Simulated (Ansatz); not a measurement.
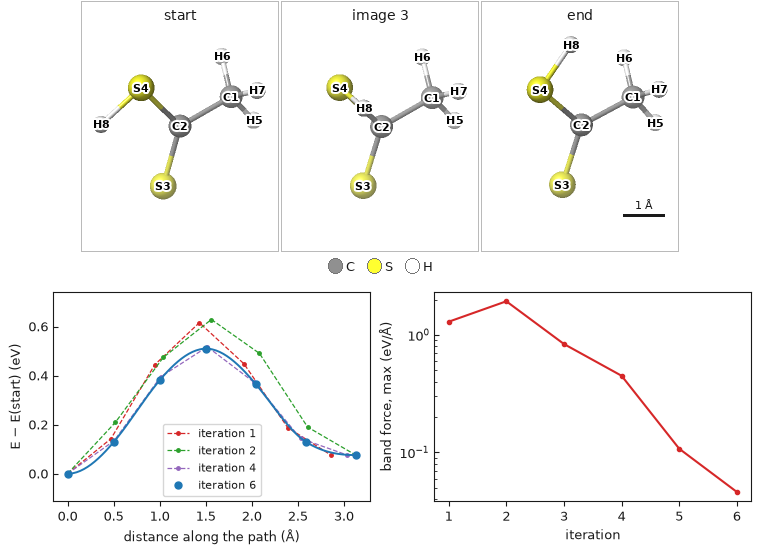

A search for the minimum-energy path of C2H4S2 by the nudged elastic band. Images are numbered from 0 (start) to 6 (end). The plot follows the band through its iterations. Style: ball-and-stick. Shown at a tilt.

These are results of Ansatz, RKS PBE0/6-31G*, not measurements.

Input file:
```yaml
crystal:
  periodic: [false, false, false]
  atoms:
    - { symbol: C, position_ang: [-0.015137, 1.031743, -0.263175] }
    - { symbol: C, position_ang: [0.176386, -0.452201, -0.11463] }
    - { symbol: S, position_ang: [1.126929, -1.351011, -1.090343] }
    - { symbol: S, position_ang: [-0.741399, -1.086577, 1.241626] }
    - { symbol: H, position_ang: [0.521908, 1.393803, -1.140373] }
    - { symbol: H, position_ang: [-1.079543, 1.277464, -0.361132] }
    - { symbol: H, position_ang: [0.359657, 1.552346, 0.626916] }
    - { symbol: H, position_ang: [-0.348802, -2.365557, 1.101111] }
basis:
  gaussian: { orbitals: "6-31G*" }
hamiltonian:
  xc: pbe0
neb:
  order_check: false
  images: 5
  f_tol: 0.05
  max_iterations: 60
  initial_path: linear
  final_atoms:
    - { symbol: C, position_ang: [-0.02894088, 0.82400608, -0.1843579] }
    - { symbol: C, position_ang: [0.36845611, -0.61796349, -0.326733] }
    - { symbol: S, position_ang: [1.35685155, -1.18579111, -1.49421069] }
    - { symbol: S, position_ang: [-0.28866969, -1.73308284, 0.85561113] }
    - { symbol: H, position_ang: [0.43028814, 1.41703616, -0.97620579] }
    - { symbol: H, position_ang: [-1.11930961, 0.930368, -0.24148867] }
    - { symbol: H, position_ang: [0.29146995, 1.2154408, 0.7891778] }
    - { symbol: H, position_ang: [-1.01014657, -0.85000361, 1.57820711] }
```

Launched with:
```bash
ansatz run input.yaml --threads 1 --pin off --max-ram 2048MiB --backend cpu --events-out ev --progress --plain --runs-dir out
```

Q: Judge this run.

A: The run is converged, with reservations. The band converged in 6 iterations. The largest component of the band force went from 1.3 to 0.046 eV/Å. The climbing image converged on the top of the path. Its curvatures weren't checked. The straight starting path can push atoms close together and costs iterations. The first iteration put the highest image at 0.62 eV. The highest point, image 3, lies 0.51 eV above the start and 0.43 eV above the end; the end is at +0.08 eV relative to the start.
